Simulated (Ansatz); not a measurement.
The figure comes from a scan of GaP (zinc blende): one Ga atom of a 2-atom cell moves by u along (0.71, 0.71, 0.00) and v along (0.00, 0.00, 1.00). The numbers are results of PBE (plane waves to 420 eV, PAW, scalar-relativistic; Ansatz, a first-principles code), not measurements. k mesh 8×8×8 (Γ-centred), Fermi-Dirac smearing 0.05 eV. The energy includes the smearing's −TS. Points where atoms come too close for the PAW data are left out (x in tables, blank in figures). As the smearing reaches across the gap at some points, energies and forces of such displacements shift with the k mesh and the smearing. GaP was relaxed with its symmetry unable to fall. The PAW data are Ansatz's earlier set. The zero of ΔE is the undisplaced structure. Axes are in Å.

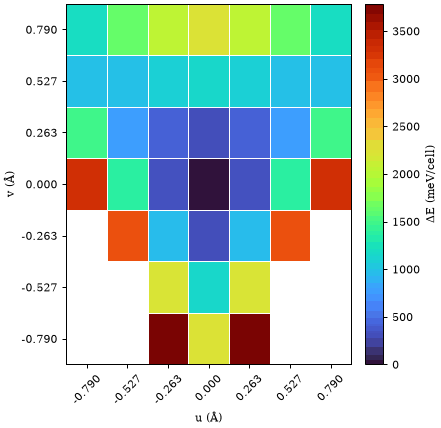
Fig. 1. ΔE (meV/cell), one tile a computed point.

Task: Turn the plot into a table (rounded to what can be read).

Result: To the nearest 500:

ΔE (meV/cell), with u across and v down:

| v \ u | -0.790 | -0.527 | -0.263 | 0.000 | 0.263 | 0.527 | 0.790 |
|---|---|---|---|---|---|---|---|
| -0.790 | x | x | 4000 | 2000 | 4000 | x | x |
| -0.527 | x | x | 2000 | 1000 | 2000 | x | x |
| -0.263 | x | 3000 | 1000 | 500 | 1000 | 3000 | x |
| 0.000 | 3500 | 1500 | 500 | 0 | 500 | 1500 | 3500 |
| 0.263 | 1500 | 1000 | 500 | 500 | 500 | 1000 | 1500 |
| 0.527 | 1000 | 1000 | 1000 | 1000 | 1000 | 1000 | 1000 |
| 0.790 | 1000 | 1500 | 2000 | 2000 | 2000 | 1500 | 1000 |

(A displaced cell: forces are minus the slopes of the energy, force constants its curvatures, and phonons follow from these.)
